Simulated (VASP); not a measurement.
Band structure of Ba (bcc). Calculation: vdW-DF2, VASP's PBE PAW potentials (set 64) (plane waves; VASP).

Unless said otherwise, spin-orbit coupling is left out, though it shifts the bands of the heavy elements here.

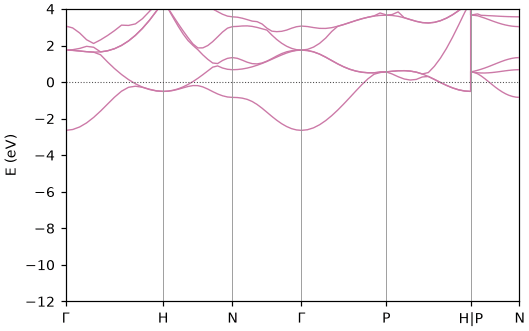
Bands along high-symmetry lines, zero at the valence-band maximum or, without a gap, the Fermi level

**Question.** Read the plot: is there a gap, and where are the band edges?

**Answer.** It has no gap at this level: it comes out as a metal or semimetal. (Edges off the drawn lines would not show.)

The compound is Ba in the bcc structure. It was relaxed first.
